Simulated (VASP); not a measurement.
# Ba2CoS3: structure and properties in VASP, part 6 of 6

What structure does Ba2CoS3 take at this level, and what are its properties? The start is a computed cell from the Materials Project.

VASP 6.6.1; PBEsol, DFT+U (Co d 3 eV), spin-polarised from a ferromagnetic start; plane waves and PAW (Ba_sv, Co, S).

Still holding for the runs below: The magnetic state follows from one typed start and may not be the lowest.

So far, gap on the k-mesh (eV): step 2 (relaxing cell and atoms (PBEsol + U)) 0.586; step 3 (k-mesh 3×7×3) 0.599. The relaxed cell has a, b, c = 11.955, 4.187, 12.361 Å (conventional setting).

### 6. Total and projected DOS (PBEsol + U)

A density of states needs more k-points than a total energy; ISMEAR = -5 takes tetrahedra, and LORBIT projects the states on the PAW spheres. The mesh is finer than in the run before.

The input, INCAR:

```
SYSTEM = Ba2CoS3
PREC = Accurate
ENCUT = 400
EDIFF = 1E-06
NELM = 100
ISMEAR = -5
SIGMA = 0.05
LREAL = Auto
ALGO = Fast
GGA = PS
NBANDS = 165
ISPIN = 2
MAGMOM = 0.011 0.011 0.011 0.011 0.017 0.017 0.017 0.017 2.421 2.421 2.421 2.421 0.091 0.091 0.091 0.091 0.068 0.068 0.068 0.077 0.077 0.077 0.077 0.068
LDAU = .TRUE.
LDAUTYPE = 2
LDAUL = -1 2 -1
LDAUU = 0 3 0
LDAUJ = 0 0 0
LDAUPRINT = 1
LASPH = .TRUE.
LMAXMIX = 4
LORBIT = 11
LWAVE = .FALSE.
LCHARG = .FALSE.
KPAR = 8
NEDOS = 2001
```

The input, POSCAR:

```
Ba2CoS3
1.0
   11.9553907722      0.0000000000      0.0000000000
    0.0000000000      4.1872664869      0.0000000000
    0.0000000000      0.0000000000     12.3608885890
Ba Co S
8 4 12
Direct
    0.0114822882      0.2500000000      0.8264270943
    0.4885177118      0.7500000000      0.3264270943
    0.5114822882      0.2500000000      0.6735729057
    0.9885177118      0.7500000000      0.1735729057
    0.1726261155      0.2500000000      0.4780588378
    0.8273738845      0.7500000000      0.5219411622
    0.6726261155      0.2500000000      0.0219411622
    0.3273738845      0.7500000000      0.9780588378
    0.2448678139      0.7500000000      0.6977865142
    0.7448678139      0.7500000000      0.8022134858
    0.7551321861      0.2500000000      0.3022134858
    0.2551321861      0.2500000000      0.1977865142
    0.7743410930      0.2500000000      0.7138539658
    0.2256589070      0.7500000000      0.2861460342
    0.2743410930      0.2500000000      0.7861460342
    0.7256589070      0.7500000000      0.2138539658
    0.4372014963      0.2500000000      0.1403063618
    0.5627985037      0.7500000000      0.8596936382
    0.9372014963      0.2500000000      0.3596936382
    0.3620383986      0.7500000000      0.5536477587
    0.1379616014      0.2500000000      0.0536477587
    0.8620383986      0.7500000000      0.9463522413
    0.6379616014      0.2500000000      0.4463522413
    0.0627985037      0.7500000000      0.6403063618
```

The input, KPOINTS:

```
Automatic mesh
0
Gamma
4 10 4
0 0 0
```

Potentials, in the order of the species: Ba_sv, Co and S (PBE family, release 64).

Launch:

```console
> mpirun -np 8 vasp_std
```

Log:

```text
[banner, memory and clock lines left out]
running    8 mpi-ranks, on    1 nodes
 distrk:  each k-point on    1 cores,    8 groups
 distr:  one band on    1 cores,    1 groups

 POSCAR found type information on POSCAR BaCoS
 POSCAR found :  3 types and      24 ions
|                                                                             |
|           W    W    AA    RRRRR   N    N  II  N    N   GGGG   !!!           |
|           W    W   A  A   R    R  NN   N  II  NN   N  G    G  !!!           |
|           W    W  A    A  R    R  N N  N  II  N N  N  G       !!!           |
|           W WW W  AAAAAA  RRRRR   N  N N  II  N  N N  G  GGG   !            |
|           WW  WW  A    A  R   R   N   NN  II  N   NN  G    G                |
|           W    W  A    A  R    R  N    N  II  N    N   GGGG   !!!           |
|                                                                             |
|     For optimal performance we recommend to set                             |
|       NCORE = 2 up to number-of-cores-per-socket                            |
|     NCORE specifies how many cores store one orbital (NPAR=cpu/NCORE).      |
|     This setting can greatly improve the performance of VASP for DFT.       |
|     The default, NCORE=1 might be grossly inefficient on modern             |
|     multi-core architectures or massively parallel machines. Do your        |
|     Unfortunately you need to use the default for GW and RPA                |
|     calculations (for HF NCORE is supported but not extensively tested      |
|     yet).                                                                   |
|                                                                             |

 [... a notice as in an earlier step ...]

 LDA part: xc-table for (Slater+PW92), standard interpolation
 POSCAR, INCAR and KPOINTS ok, starting setup
 FFT: planning ... GRIDC
 FFT: planning ... GRID_SOFT
 FFT: planning ... GRID
 WAVECAR not read
 entering main loop
       N       E                     dE             d eps       ncg     rms          rms(c)
DAV:   1     0.133317243024E+04    0.13332E+04   -0.63038E+04 35640   0.848E+02
DAV:   2     0.244168360974E+02   -0.13088E+04   -0.12024E+04 38352   0.226E+02
DAV:   3    -0.130585846437E+03   -0.15500E+03   -0.14948E+03 44408   0.898E+01
DAV:   4    -0.139453704725E+03   -0.88679E+01   -0.87629E+01 50088   0.214E+01
DAV:   5    -0.139925531495E+03   -0.47183E+00   -0.47110E+00 52656   0.436E+00    0.403E+01
RMM:   6    -0.183973979064E+03   -0.44048E+02   -0.30697E+02 47190   0.503E+01    0.105E+02
RMM:   7    -0.135417408189E+03    0.48557E+02   -0.54172E+01 38098   0.209E+01    0.365E+01
RMM:   8    -0.127264982431E+03    0.81524E+01   -0.19380E+01 38235   0.115E+01    0.142E+01
RMM:   9    -0.129100602762E+03   -0.18356E+01   -0.19565E+00 45424   0.245E+00    0.102E+01
RMM:  10    -0.129147450459E+03   -0.46848E-01   -0.11560E+00 49250   0.223E+00    0.570E+00
RMM:  11    -0.129219141490E+03   -0.71691E-01   -0.46232E-01 48395   0.131E+00    0.271E+00
RMM:  12    -0.129276234724E+03   -0.57093E-01   -0.16914E-01 51715   0.747E-01    0.162E+00
RMM:  13    -0.129292821308E+03   -0.16587E-01   -0.51052E-02 55463   0.385E-01    0.110E+00
RMM:  14    -0.129306308136E+03   -0.13487E-01   -0.18158E-02 53285   0.300E-01    0.586E-01
RMM:  15    -0.129312932315E+03   -0.66242E-02   -0.12162E-02 54108   0.209E-01    0.271E-01
RMM:  16    -0.129315496721E+03   -0.25644E-02   -0.41751E-03 58753   0.108E-01    0.148E-01
RMM:  17    -0.129316937275E+03   -0.14406E-02   -0.10874E-03 63818   0.635E-02    0.108E-01
RMM:  18    -0.129318789255E+03   -0.18520E-02   -0.84256E-04 55146   0.699E-02    0.901E-02
RMM:  19    -0.129319403481E+03   -0.61423E-03   -0.31044E-04 59612   0.334E-02    0.821E-02
RMM:  20    -0.129320828848E+03   -0.14254E-02   -0.92028E-04 55105   0.746E-02    0.648E-02
RMM:  21    -0.129321856317E+03   -0.10275E-02   -0.18115E-03 59299   0.105E-01    0.482E-02
RMM:  22    -0.129322195405E+03   -0.33909E-03   -0.19101E-04 52819   0.315E-02    0.252E-02
RMM:  23    -0.129322300226E+03   -0.10482E-03   -0.14167E-04 53010   0.286E-02    0.160E-02
RMM:  24    -0.129322333906E+03   -0.33681E-04   -0.65855E-05 51737   0.184E-02    0.901E-03
RMM:  25    -0.129322346243E+03   -0.12337E-04   -0.19267E-05 51577   0.900E-03    0.472E-03
WARNING in EDDRMM: call to ZHEGV failed, returncode =   8  4    151
RMM:  26    -0.129322348544E+03   -0.23002E-05   -0.37547E-06 42578   0.363E-03    0.232E-03
 num prob  num prob  num prob WARNING in EDDRMM: call to ZHEGV failed, returncode =   6  3     94
RMM:  27    -0.129322348813E+03   -0.26969E-06   -0.75007E-07 30083   0.183E-03
   1 F= -.12932235E+03 E0= -.12932235E+03  d E =0.000000E+00  mag=    11.9999
```

It took 34 min on 8 MPI ranks of Intel Xeon 6975P-C (Granite Rapids), shared host; peak memory 29 GiB; 4.4 h of CPU time.

From OUTCAR (step 6):

```text
   k-points           NKPTS =     54   k-points in BZ     NKDIM =     54   number of bands    NBANDS=    165

   NELECT =     188.0000    total number of electrons

atom =   9  type =  2  l = 2

 onsite density matrix

spin component  1

  0.9510  0.0013  0.0000 -0.0000  0.0000
  0.0013  0.9570  0.0000  0.0000 -0.0000
  0.0000  0.0000  0.9483 -0.0056 -0.0020
 -0.0000  0.0000 -0.0056  0.9544 -0.0007
  0.0000 -0.0000 -0.0020 -0.0007  0.9614

spin component  2

  0.8671 -0.2166 -0.0000  0.0000  0.0000
 -0.2166  0.1880  0.0000 -0.0000  0.0000
 -0.0000  0.0000  0.7496  0.2941  0.0660
  0.0000 -0.0000  0.2941  0.3858  0.0320
  0.0000  0.0000  0.0660  0.0320  0.2217

 occupancies and eigenvectors

  o =  0.1248  v =  0.0000  0.0000  0.0000  0.0000  0.0000  0.2802  0.9599  0.0000 -0.0000 -0.0000      0.0000  0.0000  0.0000  0.0000  0.0000  0.0000  0.0000  0.0000  0.0000  0.0000
  o =  0.2123  v =  0.0000  0.0000  0.0000  0.0000  0.0000  0.0000  0.0000 -0.2756  0.2984  0.9138      0.0000  0.0000  0.0000  0.0000  0.0000  0.0000  0.0000  0.0000  0.0000  0.0000
  o =  0.2237  v =  0.0000  0.0000  0.0000  0.0000  0.0000  0.0000  0.0000 -0.4108  0.8228 -0.3926      0.0000  0.0000  0.0000  0.0000  0.0000  0.0000  0.0000  0.0000  0.0000  0.0000
  o =  0.9211  v =  0.0000  0.0000  0.0000  0.0000  0.0000  0.0000  0.0000  0.8691  0.4836  0.1041      0.0000  0.0000  0.0000  0.0000  0.0000  0.0000  0.0000  0.0000  0.0000  0.0000
  o =  0.9303  v =  0.0000  0.0000  0.0000  0.0000  0.0000 -0.9599  0.2802  0.0000 -0.0000 -0.0000      0.0000  0.0000  0.0000  0.0000  0.0000  0.0000  0.0000  0.0000  0.0000  0.0000
  o =  0.9448  v =  0.0000 -0.0000 -0.8543 -0.5049 -0.1237  0.0000  0.0000  0.0000  0.0000  0.0000      0.0000  0.0000  0.0000  0.0000  0.0000  0.0000  0.0000  0.0000  0.0000  0.0000
  o =  0.9508  v = -0.9799  0.1995  0.0000 -0.0000  0.0000  0.0000  0.0000  0.0000  0.0000  0.0000      0.0000  0.0000  0.0000  0.0000  0.0000  0.0000  0.0000  0.0000  0.0000  0.0000
  o =  0.9572  v = -0.1995 -0.9799 -0.0000  0.0000 -0.0000  0.0000  0.0000  0.0000  0.0000  0.0000      0.0000  0.0000  0.0000  0.0000  0.0000  0.0000  0.0000  0.0000  0.0000  0.0000
  o =  0.9576  v =  0.0000 -0.0000  0.4946 -0.8627  0.1057  0.0000  0.0000  0.0000  0.0000  0.0000      0.0000  0.0000  0.0000  0.0000  0.0000  0.0000  0.0000  0.0000  0.0000  0.0000
  o =  0.9617  v =  0.0000  0.0000  0.1601 -0.0291 -0.9867  0.0000  0.0000  0.0000  0.0000  0.0000      0.0000  0.0000  0.0000  0.0000  0.0000  0.0000  0.0000  0.0000  0.0000  0.0000

atom =  10  type =  2  l = 2

 onsite density matrix

spin component  1

  0.9510 -0.0013  0.0000  0.0000  0.0000
 -0.0013  0.9570 -0.0000  0.0000 -0.0000
  0.0000 -0.0000  0.9483  0.0056 -0.0020
  0.0000  0.0000  0.0056  0.9544  0.0007
  0.0000 -0.0000 -0.0020  0.0007  0.9614

spin component  2

  0.8671  0.2166 -0.0000 -0.0000 -0.0000
  0.2166  0.1880  0.0000 -0.0000  0.0000
 -0.0000  0.0000  0.7496 -0.2941  0.0660
 -0.0000 -0.0000 -0.2941  0.3858 -0.0320
 -0.0000  0.0000  0.0660 -0.0320  0.2217

 occupancies and eigenvectors

  o =  0.1248  v =  0.0000  0.0000  0.0000  0.0000  0.0000 -0.2802  0.9599 -0.0000 -0.0000 -0.0000      0.0000  0.0000  0.0000  0.0000  0.0000  0.0000  0.0000  0.0000  0.0000  0.0000
  o =  0.2123  v =  0.0000  0.0000  0.0000  0.0000  0.0000  0.0000 -0.0000  0.2756  0.2984 -0.9138      0.0000  0.0000  0.0000  0.0000  0.0000  0.0000  0.0000  0.0000  0.0000  0.0000
  o =  0.2237  v =  0.0000  0.0000  0.0000  0.0000  0.0000  0.0000 -0.0000 -0.4108 -0.8228 -0.3926      0.0000  0.0000  0.0000  0.0000  0.0000  0.0000  0.0000  0.0000  0.0000  0.0000
  o =  0.9211  v =  0.0000  0.0000  0.0000  0.0000  0.0000  0.0000  0.0000  0.8691 -0.4836  0.1041      0.0000  0.0000  0.0000  0.0000  0.0000  0.0000  0.0000  0.0000  0.0000  0.0000
  o =  0.9303  v =  0.0000  0.0000  0.0000  0.0000  0.0000 -0.9599 -0.2802  0.0000  0.0000  0.0000      0.0000  0.0000  0.0000  0.0000  0.0000  0.0000  0.0000  0.0000  0.0000  0.0000
[...]
o =  0.9448  v =  0.0000 -0.0000 -0.8543  0.5049 -0.1237  0.0000  0.0000  0.0000  0.0000  0.0000      0.0000  0.0000  0.0000  0.0000  0.0000  0.0000  0.0000  0.0000  0.0000  0.0000
  o =  0.9508  v = -0.9799 -0.1995  0.0000 -0.0000  0.0000  0.0000  0.0000  0.0000  0.0000  0.0000      0.0000  0.0000  0.0000  0.0000  0.0000  0.0000  0.0000  0.0000  0.0000  0.0000
  o =  0.9572  v =  0.1995 -0.9799  0.0000 -0.0000  0.0000  0.0000  0.0000  0.0000  0.0000  0.0000      0.0000  0.0000  0.0000  0.0000  0.0000  0.0000  0.0000  0.0000  0.0000  0.0000
  o =  0.9576  v =  0.0000 -0.0000 -0.4946 -0.8627 -0.1057  0.0000  0.0000  0.0000  0.0000  0.0000      0.0000  0.0000  0.0000  0.0000  0.0000  0.0000  0.0000  0.0000  0.0000  0.0000
  o =  0.9617  v =  0.0000 -0.0000  0.1601  0.0291 -0.9867  0.0000  0.0000  0.0000  0.0000  0.0000      0.0000  0.0000  0.0000  0.0000  0.0000  0.0000  0.0000  0.0000  0.0000  0.0000

 E-fermi :   3.1684

 spin component 1
 k-point     1 :       0.0000    0.0000    0.0000
  band No.  band energies     occupation
    ...
     96       2.6576      1.00000
     97       2.6902      1.00000
     98       2.8179      1.00000
     99       3.0283      1.00000
    100       3.1525      1.00000
    101       4.6969      0.00000
    102       5.4253      0.00000
    103       5.4847      0.00000
    104       5.5773      0.00000
    105       6.0186      0.00000
    ...

 k-point     2 :       0.2500    0.0000    0.0000
  band No.  band energies     occupation
    ...
     96       2.6758      1.00000
     97       2.7223      1.00000
     98       2.8123      1.00000
     99       2.9083      1.00000
    100       3.0975      1.00000
    101       4.7790      0.00000
    102       5.3166      0.00000
    103       5.5059      0.00000
    104       5.5941      0.00000
    105       6.0265      0.00000
    ...

  Total       -0.0952297     -0.0640814     -0.0223081      0.0000000      0.0000000      0.0000000
  in kB       -0.2465693     -0.1659198     -0.0577604      0.0000000      0.0000000      0.0000000
  external PRESSURE =      -0.1567498 kB  Pullay stress =       0.0000000 kB

 POSITION                                       TOTAL-FORCE (eV/Angst)
 -----------------------------------------------------------------------------------
      0.13728      1.04682     10.21537         0.001771      0.000000      0.000505
      5.84042      3.14045      4.03493        -0.001771      0.000000      0.000505
      6.11497      1.04682      8.32596         0.001771      0.000000     -0.000505
     11.81812      3.14045      2.14552        -0.001771     -0.000000     -0.000505
      2.06381      1.04682      5.90923         0.001591     -0.000000      0.005053
      9.89158      3.14045      6.45166        -0.001591     -0.000000     -0.005053
      8.04151      1.04682      0.27121         0.001591     -0.000000     -0.005053
      3.91388      3.14045     12.08968        -0.001591     -0.000000      0.005053
      2.92749      3.14045      8.62526         0.006251     -0.000000     -0.003321
      8.90519      3.14045      9.91607         0.006251     -0.000000      0.003321
      9.02790      1.04682      3.73563        -0.006251     -0.000000      0.003321
      3.05020      1.04682      2.44482        -0.006251      0.000000     -0.003321
      9.25755      1.04682      8.82387        -0.000647     -0.000000      0.000794
      2.69784      3.14045      3.53702         0.000647      0.000000     -0.000794
      3.27985      1.04682      9.71746        -0.000647      0.000000     -0.000794
      8.67554      3.14045      2.64343         0.000647      0.000000      0.000794
      5.22691      1.04682      1.73431         0.007793     -0.000000      0.002973
      6.72848      3.14045     10.62658        -0.007793      0.000000     -0.002973
     11.20461      1.04682      4.44613         0.007793     -0.000000     -0.002973
      4.32831      3.14045      6.84358         0.000339     -0.000000     -0.003907
      1.64938      1.04682      0.66313        -0.000339     -0.000000     -0.003907
     10.30601      3.14045     11.69775         0.000339     -0.000000      0.003907
      7.62708      1.04682      5.51731        -0.000339     -0.000000      0.003907
      0.75078      3.14045      7.91476        -0.007793     -0.000000      0.002973
 -----------------------------------------------------------------------------------
    total drift:                               -0.000000      0.000000      0.000000

  FREE ENERGIE OF THE ION-ELECTRON SYSTEM (eV)
  ---------------------------------------------------
  free  energy   TOTEN  =      -129.3223488133 eV

  energy  without entropy=     -129.3223488133  energy(sigma->0) =     -129.32234881

[... 9 parts as in an earlier step ...]

[... 13 further parts left out ...]
```

This step gave:

```yaml
irreducible_k_points: 54
free_energy_toten: -129.3223 eV
fermi_energy: 3.168 eV
pressure: -0.01567 GPa
conduction_bottom_at_k: 0, 0.5, 0
least_direct_gap_at_k: 0, 0.5, 0.5
gap_on_the_k_mesh: 0.5860 eV
least_direct_gap_on_the_k_mesh: 0.8365 eV
```

The density of states has structure finer than the step of the table below, so its rows give means over 1 eV, whole bins alone (the curve runs from -12.0 to 2.96 eV). Peaks (eV: height): total up -11.9: 46.0, -5.0: 30.5, -4.6: 37.9, -3.6: 22.3; total down -11.9: 48.3, -2.6: 24.1, -2.3: 24.2, 1.5: 20.0; Co d up -5.0: 21.5, -4.6: 29.2, -3.7: 14.8; Co d down -2.6: 5.59, -2.3: 6.04, -0.6: 7.43, 1.5: 12.4; S p up -2.2: 5.27, -1.7: 4.77, -1.5: 6.98, -0.6: 7.91.

States under -12.0 eV and over 3.0 eV are left out. Table of density of states by energy, zero at the valence-band top; means over each step; 7 of 16 lines; values in states/eV/cell:

```tsv
energy (eV)	total up	total down	Co d up	Co d down	S p up	S p down	Ba d up
-11	10.1	8.52	0.144	0.0575	0.0293	0.0218	0.0326
-10	1.76	3.44	0.0264	0.0234	0.00558	0.00963	0.00321
-9	0	0	0	0	0	0	0
-8	0	0	0	0	0	0	0
-7	0	0	0	0	0	0	0
-6	0	0	0	0	0	0	0
-5	9.34	0	6.67	0	0.982	0	0.0282
-4	13.3	3.70	8.09	0.116	1.57	1.15	0.112
-3	4.88	11.9	0.681	2.73	1.46	3.42	0.110
-2	11.4	14.1	1.20	2.60	3.90	4.86	0.462
-1	14.4	13.2	1.78	3.64	5.72	4.20	0.456
0	2.63	1.00	0.357	0.410	1.16	0.273	0.0478
1	5.9e-5	6.10	0	3.79	0	0.340	1.7e-5
2	0.905	6.23	0.0226	3.82	0.0411	0.563	0.237
```

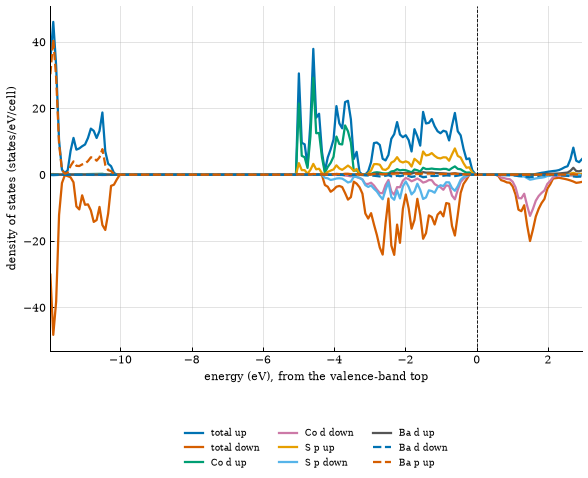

Density of states, plotted against energy. Down spins are drawn negative.

The gap on this mesh is 0.59 eV. In the top eV of the valence band the largest shares in the PAW spheres are S p 36 % and Co d 25 %. The rest lies in smaller channels or between the spheres.

### 7. Summary of results

* relaxed volume: 25.78 Å³/atom
* relaxed conventional cell a, b, c: 11.955, 4.187, 12.361 Å
* space group after relaxing, within 0.02 Å: Pnma (No. 62)
* moment of the cell (4×10×4 mesh): 12.0 μB
* largest site moment (4×10×4 mesh): 2.42 μB on Co9
* band gap: 0.577 eV, indirect (least direct gap of that run 0.832 eV)
* gap among the points of the DOS mesh alone, an upper bound: 0.586 eV

**Reading.** With PBEsol + U, Ba2CoS3 relaxes to 25.78 Å³/atom in space group Pnma, has an indirect gap of 0.577 eV and keeps moments of up to 2.42 μB (4×10×4 mesh). Band structure (PBEsol + U), spin up: The path shows a direct gap of 1.54 eV (valence top at Γ, conduction bottom at Γ). Band structure (PBEsol + U), spin down: The path shows an indirect gap of 0.81 eV (valence top at U, conduction bottom between Γ and X). The least direct gap is 0.83 eV. Spin-orbit coupling is left out, and with elements this heavy it would split and shift bands near the edges, and it can change the kind of a small gap. Only the typed magnetic starts were tried, so the magnetic ground state may differ and with it the other results. No search among competing phases was made, and a listed structure need not be the one stable at ambient conditions. All values are for a static lattice at zero temperature.

[Lines on the potential files, build, host, timing and source positions are cut from VASP's logs without a mark.]

[Logs are printed without paths, hosts, clocks, repeated set-up lines and the standing remarks that a program may print on its own settings, such as how far it seeks lower states.]

[Hosts, paths, dates, database ids (printed as entryN), source tags and the programs' standing remarks are cut or masked in the printed files.]

[A measured line is paired with the nearest computed mode of its activity, which favours agreement.]

[In band tables of VASP the shares of atoms and orbitals are scaled to a sum of 1 inside the atoms' spheres.]
